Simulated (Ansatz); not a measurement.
## Electronic structure of H$_{4}$O$_{2}$Si···HF in real space

The calculation's input:

```
crystal:
  periodic: [false, false, false]
  atoms:
    - { symbol: Si, position_ang: [-0.527648, 0.129654, 0.213173] }
    - { symbol: F, position_ang: [1.403909, -2.13652, 0.391787] }
    - { symbol: H, position_ang: [-1.106423, -1.049062, -0.472145] }
    - { symbol: H, position_ang: [-0.191188, -0.066487, 1.639547] }
    - { symbol: O, position_ang: [-1.571689, 1.425275, 0.207891] }
    - { symbol: H, position_ang: [1.700573, -1.591464, -0.277533] }
    - { symbol: O, position_ang: [0.891368, 0.472092, -0.718119] }
    - { symbol: H, position_ang: [-2.026109, 1.621947, -0.620653] }
    - { symbol: H, position_ang: [1.427007, 1.194464, -0.364049] }
basis:
  gaussian: { orbitals: def2-SVP }
hamiltonian:
  xc: b3lyp
  dispersion: d4
relax:
  f_tol: 0.03
  max_steps: 50
output:
  orbitals: {}
```

Launched as:

```sh
ansatz run input.yaml --threads 2 --pin off --max-ram 3072MiB --backend cpu --events-out ev --progress --plain --runs-dir out
```

The fields are those of the relaxed geometry.

Level of theory: Ansatz, RKS B3LYP-D4/def2-SVP.

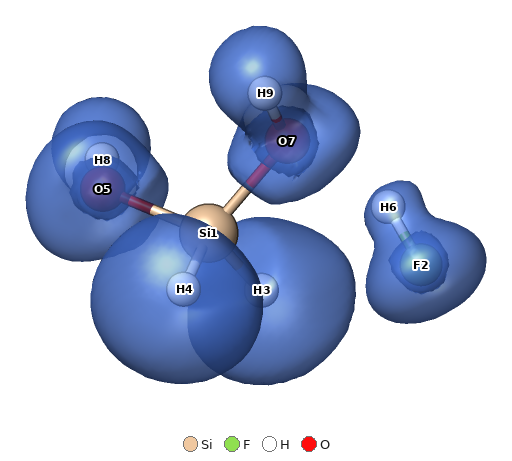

Figure 1. Isosurface of the electron localisation function at 0.75 (blue), seen at a tilt. Core shells and regions of very low density are left out.

Q: Describe the localisation domains.

A: At this value the surface marks out two regions around hydrogen nuclei, one joined region spread over several atoms (F, H), in which their bonds and any lone pairs are merged and two joined regions spread over several atoms (H, O), in which their bonds and any lone pairs are merged.


O7···H6 (1.71 Å): the ELF dips to about 0.15 between them; a closed-shell contact with the geometry of a hydrogen bond. Si–O (1.66 Å): the ELF peaks at about 0.90 between the atoms (a shared but strongly polarised pair).

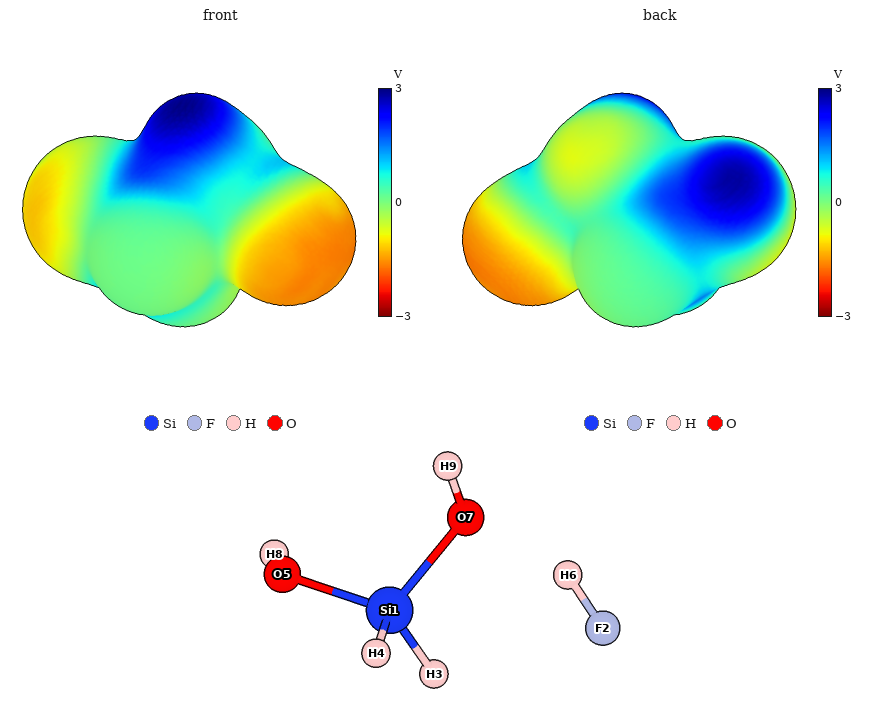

Figure 2. The molecular electrostatic potential painted on the density surface at 0.002 e/bohr³, seen from the front and from behind; the colour scale runs from red (negative) to blue (positive). The bare structure is drawn below in the same view.

Q: Describe the electrostatic potential map.

A: The most negative region (about −1.7 V) lies over F2, the most positive (about +2.9 V) over H9.

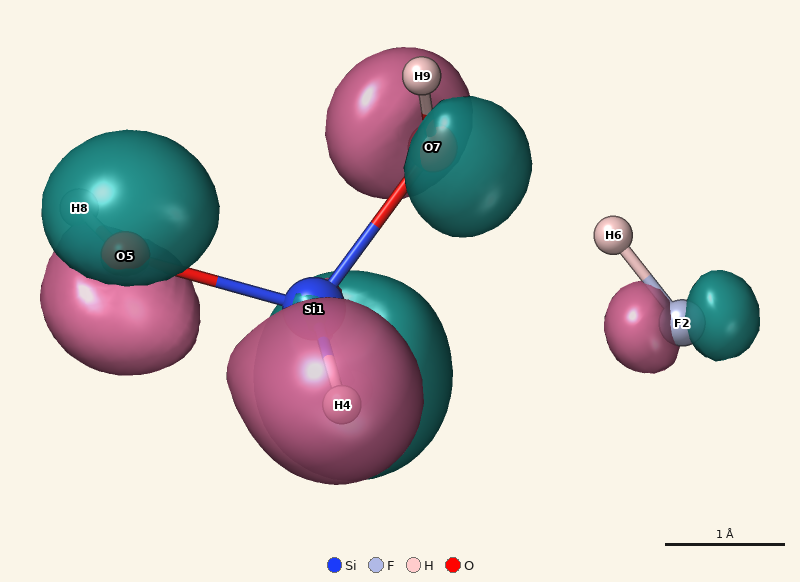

Figure 3. The HOMO at ±0.15 Å⁻³ᐟ² (teal and pink are the two phases), seen at a tilt.

Q: Where does this orbital lie, and at what energy?

A: By Hirshfeld shares it lies mainly on O5 (about 30 %), Si1 (about 20 %), O7 (about 15 %), H3 (about 15 %) and H4 (about 10 %). Its energy is −8.91 eV.
